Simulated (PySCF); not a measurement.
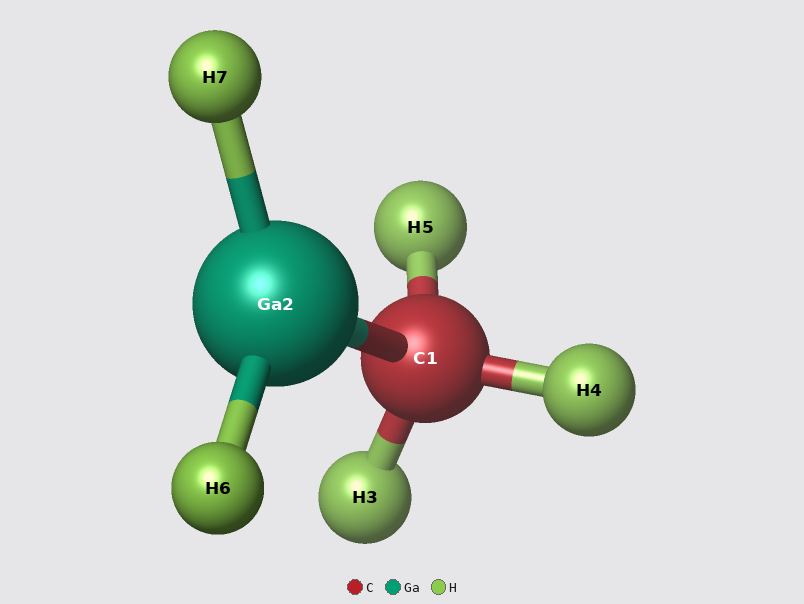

The geometry was computed by an optimisation with PBE0-D3(BJ)/def2-SVP. No frequency run is at hand to confirm it as a minimum. Level of theory: B3LYP/pcJ-1 (pcSseg-1 on Ga) indirect spin-spin coupling, non-relativistic, gas phase (PySCF 2.14.0). Isotopes: 13C, 1H.

Give the spin–spin coupling constants of these pairs, with the number of bonds between them: C1/H5, C1/H3, C1/H7, H4/H5, H6/H7, H3/H6, H4/H7, H5/H6.

| pair | bonds apart | J (Hz) |
| --- | --- | --- |
| C1, H5 | 1 | 138.3 |
| C1, H3 | 1 | 134.2 |
| C1, H7 | 2 | 21.9 |
| H4, H5 | 2 | −13.9 |
| H6, H7 | 2 | 47.1 |
| H3, H6 | 3 | −1.6 |
| H4, H7 | 3 | −1.9 |
| H5, H6 | 3 | 6.8 |
